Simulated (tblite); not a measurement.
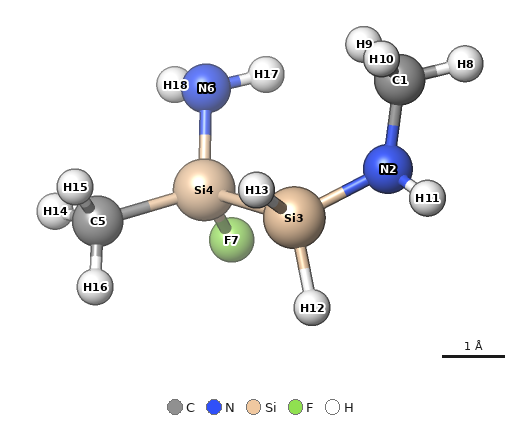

Fig. 1: The starting structure (ball-and-stick view, seen at a tilt; atoms are numbered from 1 in the order of the input).

**Geometry relaxation of C2H11FN2Si2 (charge +1) (part 1 of 3)**

C2H11FN2Si2, charge +1, multiplicity 2, computed with GFN2-xTB geometry optimisation, gas phase (tblite 0.8.0).

It belongs to a series of runs on one base structure; here: electron removed.

**Input file**
```
{"job": {"kind": "relax", "xc": "GFN2-xTB", "basis": "xTB"}, "charge": 1, "multiplicity": 2}
C      2.448700     1.108000     0.687100
N      2.011100     0.628600    -0.626900
Si     0.882300    -0.634000    -0.855400
Si    -1.347300    -0.029200    -0.295000
C     -2.367100    -1.568400    -0.136600
N     -1.452100     0.911200     1.133800
F     -1.989700     0.906000    -1.419200
H      3.153200     1.941500     0.561900
H      1.602400     1.491600     1.273000
H      2.938600     0.326000     1.269600
H      2.844400     0.389400    -1.158700
H      0.966200    -1.022700    -2.284400
H      1.335500    -1.768400    -0.021700
H     -3.403800    -1.327400     0.087600
H     -1.997500    -2.217500     0.648800
H     -2.366800    -2.134900    -1.066600
H     -0.867600     1.741600     0.992300
H     -2.399200     1.264700     1.198600
```

The first line tells a small driver script what to run in tblite; the rest is the geometry in Å.

Machine: 1 CPU thread, shared host.

Launch command:
```bash
OMP_NUM_THREADS=1 python <driver script> task.json out
```

**Log**
```
step      E/eV     max force
  0    -640.65569    1.146
  1    -640.73577    0.771
  2    -640.84386    0.897
  3    -640.94689    0.704
  4    -641.05650    0.775
  5    -641.12804    0.601
  6    -641.18571    0.541
  7    -641.22932    0.443
  8    -641.25600    0.395
  9    -641.27351    0.326
 10    -641.28905    0.309
 11    -641.30301    0.334
 12    -641.31608    0.276
 13    -641.32808    0.260
 14    -641.33792    0.230
 15    -641.34310    0.154
 16    -641.34627    0.183
 17    -641.34925    0.165
 18    -641.35355    0.169
 19    -641.35906    0.191
 20    -641.36522    0.201
 21    -641.37109    0.226
 22    -641.37700    0.193
 23    -641.38333    0.197
 24    -641.39041    0.218
 25    -641.39773    0.189
 26    -641.40443    0.208
 27    -641.40983    0.215
 28    -641.41593    0.217
 29    -641.42358    0.263
 30    -641.43432    0.369
 31    -641.44143    0.291
 32    -641.45175    0.225
 33    -641.46021    0.454
 34    -641.47283    0.475
 35    -641.48530    0.342
 36    -641.49769    0.256
 37    -641.50448    0.349
 38    -641.51118    0.246
 39    -641.51761    0.199
 40    -641.52782    0.398
 41    -641.53330    0.318
 42    -641.53785    0.292
 43    -641.54155    0.138
 44    -641.54527    0.155
 45    -641.54972    0.154
 46    -641.55214    0.140
 47    -641.55363    0.193
 48    -641.55540    0.163
 49    -641.55678    0.087
 50    -641.55796    0.064
 51    -641.55914    0.116
 52    -641.56050    0.138
 53    -641.56200    0.123
 54    -641.56387    0.105
 55    -641.56549    0.100
 56    -641.56690    0.084
 57    -641.56810    0.101
 58    -641.56904    0.076
 59    -641.56961    0.052
 60    -641.56988    0.049
 61    -641.57021    0.058
 62    -641.57054    0.050
 63    -641.57155    0.050
 64    -641.57195    0.056
 65    -641.57257    0.050
 66    -641.57302    0.048
 67    -641.57357    0.050
 68    -641.57406    0.057
 69    -641.57444    0.039
 70    -641.57465    0.036
 71    -641.57480    0.033
 72    -641.57497    0.028
 73    -641.57516    0.030
 74    -641.57529    0.022
 75    -641.57537    0.023
 76    -641.57544    0.024
 77    -641.57556    0.033
 78    -641.57572    0.037
 79    -641.57587    0.024
 80    -641.57595    0.016
 81    -641.57599    0.015
 82    -641.57603    0.018
 83    -641.57610    0.020
 84    -641.57617    0.018
 85    -641.57623    0.018
 86    -641.57628    0.019
 87    -641.57635    0.021
 88    -641.57645    0.026
 89    -641.57656    0.022
 90    -641.57665    0.023
 91    -641.57672    0.020
 92    -641.57680    0.021
 93    -641.57693    0.028
 94    -641.57711    0.027
 95    -641.57729    0.033
 96    -641.57743    0.052
 97    -641.57756    0.043
 98    -641.57774    0.043
 99    -641.57811    0.055
100    -641.57843    0.051
101    -641.57863    0.042
102    -641.57884    0.040
103    -641.57919    0.047
104    -641.57999    0.071
105    -641.58144    0.125
106    -641.58369    0.162
107    -641.58548    0.098
108    -641.58593    0.069
109    -641.58685    0.087
110    -641.58729    0.122
111    -641.58835    0.109
112    -641.59152    0.129
113    -641.59346    0.158
114    -641.58956    0.498
115    -641.59704    0.111
116    -641.59916    0.094
117    -641.59638    0.523
118    -641.60494    0.104
119    -641.60826    0.105
120    -641.60315    0.616
121    -641.61405    0.080
122    -641.61633    0.069
123    -641.61757    0.323
124    -641.61994    0.069
125    -641.62080    0.064
126    -641.62267    0.084
127    -641.62324    0.062
128    -641.62370    0.067
129    -641.62416    0.061
130    -641.62478    0.057
131    -641.62538    0.079
132    -641.62593    0.078
133    -641.62655    0.059
134    -641.62732    0.073
135    -641.62789    0.061
136    -641.62836    0.039
137    -641.62872    0.038
138    -641.62905    0.038
139    -641.62938    0.053
140    -641.62972    0.051
141    -641.63009    0.049
142    -641.63054    0.067
143    -641.63109    0.071
144    -641.63162    0.056
145    -641.63205    0.065
146    -641.63247    0.058
147    -641.63294    0.034
148    -641.63329    0.029
149    -641.63349    0.025
150    -641.63360    0.028
151    -641.63369    0.028
152    -641.63381    0.024
153    -641.63394    0.027
154    -641.63410    0.036
155    -641.63429    0.038
156    -641.63446    0.033
157    -641.63457    0.023
158    -641.63464    0.018
159    -641.63468    0.018
160    -641.63473    0.020
161    -641.63477    0.019
162    -641.63481    0.013
163    -641.63484    0.011
164    -641.63487    0.012
165    -641.63491    0.017
166    -641.63495    0.017
167    -641.63500    0.016
168    -641.63504    0.015
169    -641.63509    0.014
170    -641.63513    0.018
171    -641.63518    0.013
172    -641.63521    0.012
173    -641.63524    0.012
174    -641.63527    0.018
175    -641.63532    0.023
176    -641.63540    0.021
177    -641.63550    0.023
178    -641.63564    0.027
179    -641.63581    0.037
180    -641.63602    0.044
181    -641.63622    0.042
182    -641.63639    0.027
183    -641.63653    0.025
184    -641.63667    0.028
185    -641.63678    0.046
186    -641.63687    0.028
187    -641.63693    0.009
```

**Trajectory as extended XYZ (Å, eV, eV/Å), 27 of the 188 frames kept, from step=0 to step=187**
```
18
Properties=species:S:1:pos:R:3:forces:R:3 step=0 energy=-640.65569
C     2.4487    1.1080    0.6871   -0.1660   0.5760  -0.0010
N     2.0111    0.6286   -0.6269    0.5270  -0.3940   0.5790
Si    0.8823   -0.6340   -0.8554    0.5030  -0.6820  -0.5030
Si   -1.3473   -0.0292   -0.2950   -0.2940   0.2540   0.3440
C    -2.3671   -1.5684   -0.1366   -0.2660  -1.0100  -0.2270
N    -1.4521    0.9112    1.1338    0.6970   0.6680  -0.6170
F    -1.9897    0.9060   -1.4192    0.0620   0.0610  -0.7190
H     3.1532    1.9415    0.5619   -0.1540  -0.2590  -0.0640
H     1.6024    1.4916    1.2730    0.1400  -0.2410  -0.2360
H     2.9386    0.3260    1.2696   -0.0070   0.0110  -0.0330
H     2.8444    0.3894   -1.1587   -0.0330   0.6300  -0.2460
H     0.9662   -1.0227   -2.2844   -0.2190   0.2810   0.2900
H     1.3355   -1.7684   -0.0217   -0.5270   0.0510   0.1650
H    -3.4038   -1.3274    0.0876    0.0790   0.1420   0.0140
H    -1.9975   -2.2175    0.6488   -0.0080  -0.0500   0.0570
H    -2.3668   -2.1349   -1.0666   -0.0340  -0.0540   0.0380
H    -0.8676    1.7416    0.9923   -0.1490  -0.0780   0.7080
H    -2.3992    1.2647    1.1986   -0.1540   0.0930   0.4530
18
Properties=species:S:1:pos:R:3:forces:R:3 step=7 energy=-641.22932
C     2.4630    1.0997    0.7006    0.0110   0.0190  -0.0170
N     2.1229    0.4810   -0.5766   -0.0970   0.0800   0.1190
Si    0.9762   -0.7376   -0.8763   -0.0740  -0.0060  -0.1110
Si   -1.4323    0.0062   -0.3303    0.3390   0.1350   0.2510
C    -2.3712   -1.6322   -0.1584   -0.0820  -0.0160  -0.0290
N    -1.4357    1.0551    1.0157    0.0420  -0.0110  -0.0360
F    -1.9161    0.8248   -1.6249    0.0920  -0.1750  -0.1780
H     3.1385    1.9453    0.5304   -0.2200  -0.1950   0.0860
H     1.5686    1.4562    1.2285    0.2280  -0.1560  -0.2360
H     2.9653    0.3659    1.3325    0.0520   0.1250   0.1400
H     2.8487    0.6582   -1.2555   -0.1160   0.0930  -0.1630
H     0.9039   -0.9557   -2.3317    0.0590   0.0170   0.3640
H     1.1293   -1.8402    0.0909   -0.1850   0.1080  -0.1390
H    -3.3963   -1.3497    0.0817   -0.0270  -0.1580  -0.0460
H    -2.0142   -2.2732    0.6516    0.0170   0.2220  -0.2210
H    -2.3946   -2.2184   -1.0858    0.0600   0.2450   0.2810
H    -0.8188    1.8373    1.2084   -0.0350  -0.3080  -0.2310
H    -2.3463    1.2837    1.3875   -0.0650  -0.0210   0.1660
18
Properties=species:S:1:pos:R:3:forces:R:3 step=14 energy=-641.33792
C     2.4774    1.0762    0.7013   -0.0210   0.1100   0.0530
N     2.1490    0.4497   -0.5654   -0.0120   0.0280   0.0420
Si    0.9661   -0.7250   -0.8559   -0.2160   0.0200  -0.0750
Si   -1.4133    0.0168   -0.3235   -0.0650   0.0550   0.0660
C    -2.3793   -1.6005   -0.1538    0.0260  -0.0320  -0.0280
N    -1.4572    1.0729    1.0063    0.0900  -0.0050  -0.0480
F    -1.8209    0.7132   -1.7135    0.1210   0.0030  -0.0190
H     3.1179    1.9387    0.5343   -0.0250   0.0070   0.0220
H     1.5619    1.4077    1.1908    0.0520   0.0090   0.0760
H     2.9940    0.3941    1.3780    0.0100  -0.0610  -0.0640
H     2.7556    0.7529   -1.3138   -0.0380   0.0340  -0.0480
H     0.9119   -0.9489   -2.2867    0.0320  -0.0400  -0.0860
H     1.0065   -1.8344    0.0836    0.0170  -0.1120   0.1360
H    -3.4217   -1.3755    0.0736    0.1200  -0.0310   0.0040
H    -1.9822   -2.2297    0.6395   -0.0910   0.0450  -0.0490
H    -2.3657   -2.1703   -1.0838    0.0110   0.0770   0.0970
H    -0.7827    1.8034    1.1891   -0.1270  -0.0590  -0.0710
H    -2.3262    1.2651    1.4882    0.1170  -0.0500  -0.0080
18
Properties=species:S:1:pos:R:3:forces:R:3 step=22 energy=-641.37700
C     2.4625    1.0755    0.7048   -0.0110   0.0480   0.0960
N     2.0731    0.4599   -0.5520    0.0330   0.1900   0.0040
Si    0.9036   -0.7333   -0.8520    0.1160   0.0120  -0.0070
Si   -1.3984    0.0207   -0.3441   -0.0640   0.0310   0.0980
C    -2.3721   -1.5862   -0.1494   -0.0380  -0.0310  -0.0390
N    -1.4243    1.0536    1.0038    0.0140   0.0880  -0.0840
F    -1.6942    0.7082   -1.7688    0.0060  -0.0020   0.1150
H     3.0958    1.9468    0.5419   -0.0290  -0.1050  -0.1140
H     1.5894    1.4073    1.2665   -0.0450  -0.0970  -0.0150
H     3.0099    0.3674    1.3265    0.0400  -0.0320   0.0250
H     2.6424    0.7872   -1.3209   -0.0580   0.0410  -0.0180
H     0.9410   -0.9798   -2.2862   -0.0160  -0.0360   0.0320
H     0.9815   -1.8239    0.1131    0.0010  -0.0890   0.0660
H    -3.4144   -1.3757    0.0801    0.0230   0.0500  -0.0730
H    -1.9970   -2.2213    0.6498    0.0520   0.0790  -0.0880
H    -2.3421   -2.1440   -1.0846   -0.0580  -0.0310   0.0930
H    -0.7962    1.8375    1.1190   -0.0970  -0.0290  -0.0570
H    -2.2694    1.2064    1.5409    0.1300  -0.0890  -0.0340
18
Properties=species:S:1:pos:R:3:forces:R:3 step=29 energy=-641.42358
C     2.4404    1.0658    0.7222   -0.0060  -0.0110  -0.0410
N     1.9483    0.5331   -0.5358    0.2100  -0.0540  -0.1490
Si    0.9083   -0.7749   -0.8232   -0.0030  -0.0230   0.0660
Si   -1.3730    0.0028   -0.3599    0.1430   0.1580  -0.0750
C    -2.3785   -1.5665   -0.1662   -0.0560  -0.1120  -0.0100
N    -1.3824    1.0755    0.9475   -0.1030   0.0780   0.1040
F    -1.5531    0.7386   -1.7711   -0.1010   0.0600  -0.0710
H     3.0615    1.9327    0.5175   -0.0300   0.0650   0.1230
H     1.6138    1.3528    1.3710   -0.0120   0.0160  -0.0340
H     3.0374    0.3269    1.2557    0.0580  -0.0340   0.0080
H     2.4761    0.8883   -1.3251   -0.1000   0.0480   0.0690
H     0.9679   -1.0484   -2.2500    0.0030  -0.0570   0.0100
H     0.9760   -1.8416    0.1725    0.0920  -0.0610   0.0070
H    -3.4147   -1.3408    0.0516   -0.1210   0.0520   0.0340
H    -1.9909   -2.1801    0.6366   -0.0120  -0.0640   0.1410
H    -2.3601   -2.1637   -1.0701   -0.0080  -0.0320  -0.1480
H    -0.8506    1.9331    0.9929   -0.1060  -0.0370  -0.0670
H    -2.1351    1.0726    1.6224    0.1490   0.0070   0.0330
18
Properties=species:S:1:pos:R:3:forces:R:3 step=36 energy=-641.49769
C     2.4468    1.0381    0.7304    0.0000   0.0610  -0.0880
N     1.9687    0.5270   -0.5423   -0.0940  -0.1240   0.0390
Si    0.9576   -0.8214   -0.7636   -0.0530  -0.1130  -0.0310
Si   -1.3539    0.0012   -0.3923    0.0640   0.0720   0.0200
C    -2.3965   -1.5495   -0.1945   -0.0500  -0.0310   0.0380
N    -1.4142    1.1179    0.8811    0.0430  -0.1140  -0.1540
F    -1.5230    0.8022   -1.7667   -0.0010   0.0000  -0.0200
H     3.0081    1.9547    0.5833    0.0800   0.0200  -0.0300
H     1.6154    1.2631    1.4004    0.0190  -0.1070   0.0200
H     3.0946    0.2968    1.1961    0.0030   0.0520   0.1250
H     2.2755    1.0652   -1.3421   -0.0070  -0.0180   0.0690
H     0.9907   -1.1709   -2.1733    0.0400  -0.0200  -0.0600
H     1.0653   -1.9054    0.2271    0.0800   0.2310  -0.0760
H    -3.4254   -1.2807    0.0139   -0.1160   0.0440   0.0180
H    -2.0317   -2.1370    0.6409   -0.0380  -0.1080   0.0160
H    -2.4009   -2.1737   -1.0831    0.0720   0.0240  -0.0220
H    -0.9939    2.0319    0.8236   -0.1230   0.0670   0.0640
H    -1.8922    0.9470    1.7494    0.0810   0.0630   0.0720
18
Properties=species:S:1:pos:R:3:forces:R:3 step=43 energy=-641.54155
C     2.4493    1.0227    0.7373   -0.0290  -0.0290  -0.0360
N     1.9382    0.5197   -0.5258    0.0750  -0.0270  -0.1130
Si    0.9618   -0.8496   -0.7785    0.0540  -0.0780   0.0220
Si   -1.3404   -0.0094   -0.4087   -0.0010   0.0330   0.0580
C    -2.4237   -1.5381   -0.1927    0.0330  -0.0130  -0.0390
N    -1.4035    1.1195    0.8515    0.0220   0.0540   0.0130
F    -1.5109    0.8507   -1.7500    0.0130  -0.1040   0.0360
H     2.9918    1.9518    0.5845   -0.0700  -0.0040   0.0160
H     1.6291    1.1873    1.4354   -0.0060   0.1070   0.0430
H     3.1268    0.3030    1.1958    0.0310  -0.0560  -0.0550
H     2.1591    1.1127   -1.3158    0.0220  -0.0080   0.0950
H     1.0298   -1.2583   -2.1752    0.0110   0.0520   0.0100
H     1.1887   -1.8595    0.2572   -0.0530   0.0860  -0.0210
H    -3.4519   -1.2350   -0.0086    0.0290  -0.0490  -0.0200
H    -2.0892   -2.1542    0.6375   -0.0470   0.0650   0.0270
H    -2.4017   -2.1582   -1.0833   -0.0760  -0.0090  -0.0650
H    -1.1626    2.0931    0.7386   -0.0610  -0.0150  -0.0120
H    -1.6994    0.9079    1.7891    0.0530  -0.0050   0.0410
```
